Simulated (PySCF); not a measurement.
# SiSe (SMILES [Si][Se]): a first try and a second

Wanted: energy and one-electron properties of SiSe, MN15/cc-pwCVDZ (sfX2C, COSMO methanol).

The calculation is run with PySCF 2.14.0.

2 further runs of the same task are left out: 2 set aside as unsound or not needed.

### Step 1. Starting point

SiSe: 2 atoms, total charge 0, spin state singlet. As SMILES, `[Si][Se]`. Geometry: a GFN2-xTB relaxation, a rough one for these elements and not checked as a minimum.

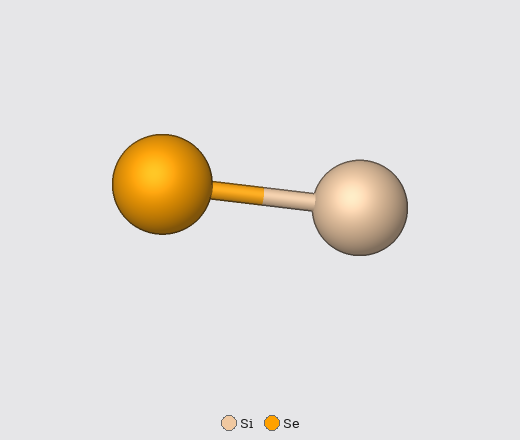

Viewed from a chosen angle; silicon light orange, selenium orange.

### Step 2. Try one

run.py

```python
# SiSe
import numpy
from pyscf import gto, scf, dft, lo, solvent

mol = gto.M(
    atom='''
Si
Se 1 2.12453
''',
    charge=0,
    verbose=3,
    max_memory=1860,
    basis='cc-pwcvdz',
)

mf = dft.RKS(mol, xc='mn15')
mf = mf.x2c()
mf = mf.PCM()
mf.with_solvent.method = 'COSMO'
mf.with_solvent.eps = 32.613  # methanol
mf.diis = False
mf.init_guess = '1e'
mf.max_cycle = 79
mf.kernel()

e_final = mf.e_tot
print('E(%s) = %.9f' % ('MN15', e_final))
dip = mf.dip_moment()
pop, q = mf.mulliken_pop()
quad = mf.quad_moment()
occ = mf.mo_coeff[:, mf.mo_occ > 0]
iaos = lo.vec_lowdin(lo.iao.iao(mol, occ), mf.get_ovlp())
c = iaos.T @ mf.get_ovlp() @ occ
pop_iao, q_iao = scf.hf.mulliken_pop(lo.iao.reference_mol(mol), (c * mf.mo_occ[mf.mo_occ > 0]) @ c.T, numpy.eye(c.shape[0]), verbose=0)
print('IAO charges', numpy.round(q_iao, 4))
```

Run with:

```sh
$ OMP_NUM_THREADS=1 python run.py
```

Output:

```text
WARN: PCM is an experimental feature. It is still in testing.
Features and APIs may be changed in the future.

SCF not converged.
SCF energy = -2226.16576149645
E(MN15) = -2226.165761496
Dipole moment(X, Y, Z, Debye): 259.12834, -0.00000,  0.00000
 ** Mulliken pop  **
pop of  0 Si 1s           2.01502
pop of  0 Si 2s           1.57501
pop of  0 Si 3s           2.59384
pop of  0 Si 4s          -1.39149
pop of  0 Si 5s           1.38156
pop of  0 Si 2px          2.04939
pop of  0 Si 2py          2.02606
pop of  0 Si 2pz          2.02606
pop of  0 Si 3px          2.88178
pop of  0 Si 3py          3.31810
pop of  0 Si 3pz          3.31810
pop of  0 Si 4px         -1.50399
pop of  0 Si 4py         -1.61554
pop of  0 Si 4pz         -1.61554
pop of  0 Si 5px          1.90501
pop of  0 Si 5py          1.94271
pop of  0 Si 5pz          1.94271
pop of  0 Si 3dxy         1.92273
pop of  0 Si 3dyz         1.99994
pop of  0 Si 3dz^2        1.97841
pop of  0 Si 3dxz         1.92273
pop of  0 Si 3dx2-y2      1.93534
pop of  0 Si 4dxy         0.40095
pop of  0 Si 4dyz         2.00317
pop of  0 Si 4dz^2        1.66242
pop of  0 Si 4dxz         0.40095
pop of  0 Si 4dx2-y2      0.98091
pop of  1 Se 1s           2.00366
pop of  1 Se 2s           1.98552
pop of  1 Se 3s          -0.00004
pop of  1 Se 4s           0.00262
pop of  1 Se 5s           0.00860
pop of  1 Se 6s           0.00763
pop of  1 Se 2px          2.00312
pop of  1 Se 2py          2.00317
pop of  1 Se 2pz          2.00317
pop of  1 Se 3px          0.00013
pop of  1 Se 3py          0.00026
pop of  1 Se 3pz          0.00026
pop of  1 Se 4px         -0.00857
pop of  1 Se 4py         -0.00009
pop of  1 Se 4pz         -0.00009
pop of  1 Se 5px         -0.02441
pop of  1 Se 5py          0.00581
pop of  1 Se 5pz          0.00581
pop of  1 Se 6px         -0.00332
pop of  1 Se 6py         -0.00344
pop of  1 Se 6pz         -0.00344
pop of  1 Se 3dxy         0.00007
pop of  1 Se 3dyz        -0.00000
pop of  1 Se 3dz^2        0.00001
pop of  1 Se 3dxz         0.00007
pop of  1 Se 3dx2-y2      0.00005
pop of  1 Se 4dxy        -0.00077
pop of  1 Se 4dyz        -0.00314
pop of  1 Se 4dz^2       -0.01123
pop of  1 Se 4dxz        -0.00077
pop of  1 Se 4dx2-y2     -0.02742
pop of  1 Se 5dxy        -0.00002
pop of  1 Se 5dyz         0.00004
pop of  1 Se 5dz^2        0.00013
pop of  1 Se 5dxz        -0.00002
pop of  1 Se 5dx2-y2      0.00033
pop of  1 Se 4f-3        -0.00000
pop of  1 Se 4f-2        -0.00001
pop of  1 Se 4f-1        -0.00000
pop of  1 Se 4f+0        -0.00000
pop of  1 Se 4f+1        -0.00001
pop of  1 Se 4f+2        -0.00000
pop of  1 Se 4f+3        -0.00002
 ** Mulliken atomic charges  **
charge of    0Si =    -24.05634
charge of    1Se =     24.05634
Traceless quadrupole moment (Debye*A):

IAO charges [-3.9955  7.9955]
```

It took 39 s on 1 thread of Arm Neoverse V2, shared host; peak memory 0.29 GiB.

### Step 3. Reading the log

The run stopped without converging.

The log says `SCF not converged.`. What is wrong: the convergence aids are set badly. The sound input differs in these keys, not all of which need be the cause: solver DIIS in place of none; starting guess minao in place of 1e; iteration cap at its default in place of 79.

### Step 4. Try two

calc.py

```python
# SiSe
import numpy
from pyscf import gto, scf, dft, lo, solvent

mol = gto.M(
    atom='''
Si
Se 1 2.12453
''',
    max_memory=1860,
    spin=0,
    basis='cc-pwcvdz',
    verbose=4,
)

calc0 = dft.RKS(mol, xc='mn15')
calc0 = calc0.sfx2c1e()
calc0 = calc0.PCM()
calc0.with_solvent.method = 'COSMO'
calc0.with_solvent.eps = 32.613
calc0.kernel()

energy = calc0.e_tot
print('E(%s) = %.9f' % ('MN15', energy))
dip = calc0.dip_moment()
pop, q = calc0.mulliken_pop()
quad = calc0.quad_moment()
occ = calc0.mo_coeff[:, calc0.mo_occ > 0]
iaos = lo.vec_lowdin(lo.iao.iao(mol, occ), calc0.get_ovlp())
c = iaos.T @ calc0.get_ovlp() @ occ
pop_iao, q_iao = scf.hf.mulliken_pop(lo.iao.reference_mol(mol), (c * calc0.mo_occ[calc0.mo_occ > 0]) @ c.T, numpy.eye(c.shape[0]), verbose=0)
print('IAO charges', numpy.round(q_iao, 4))
```

Run with:

```sh
$ OMP_NUM_THREADS=1 python calc.py
```

Output:

```text
PySCF version 2.14.0

[INPUT] num. atoms = 2
[INPUT] num. electrons = 48
[INPUT] charge = 0
[INPUT] spin (= nelec alpha-beta = 2S) = 0
[INPUT] symmetry False subgroup None
[INPUT] Mole.unit = angstrom
[INPUT] Symbol           X                Y                Z      unit          X                Y                Z       unit  Magmom
[INPUT]  1 Si     0.000000000000   0.000000000000   0.000000000000 AA    0.000000000000   0.000000000000   0.000000000000 Bohr   0.0
[INPUT]  2 Se     2.124530000000   0.000000000000   0.000000000000 AA    4.014779843422   0.000000000000   0.000000000000 Bohr   0.0

nuclear repulsion = 118.561918352727
number of shells = 16
number of NR pGTOs = 143
number of NR cGTOs = 70
basis = cc-pwcvdz
ecp = {}

[... 44 lines left out ...]
Solvent Energy = -0.00013906530352091
[... 7 lines left out ...]
Solvent Energy = -0.0103149121748076
[... 7 lines left out ...]
Solvent Energy = -0.00314667867304518
[... 7 lines left out ...]
Solvent Energy = -0.0032139674736797
[... 7 lines left out ...]
Solvent Energy = -0.0032151532629736
[... 7 lines left out ...]
Solvent Energy = -0.00321404202726392
[... 3 lines left out ...]
Dipole moment(X, Y, Z, Debye): -2.60916,  0.00000, -0.00000
[... 76 lines left out ...]
IAO charges [ 0.3281 -0.3281]
```

It took 6.6 s on 1 thread of Arm Neoverse V2, shared host; peak memory 0.29 GiB.

Atomic charges (e):

```
atom  Mulliken     IAO
 Si1    +0.272  +0.328
 Se2    -0.272  -0.328
```

### Step 5. Summary of results

At MN15/cc-pwCVDZ (sfX2C, COSMO methanol):

```
                  quantity           value
              total energy  -2713.71757 Eh
             dipole moment          2.61 D
               HOMO energy        -8.11 eV
               LUMO energy        -1.82 eV
             HOMO–LUMO gap         6.29 eV
solvent term in the energy     -8.4 kJ/mol
```
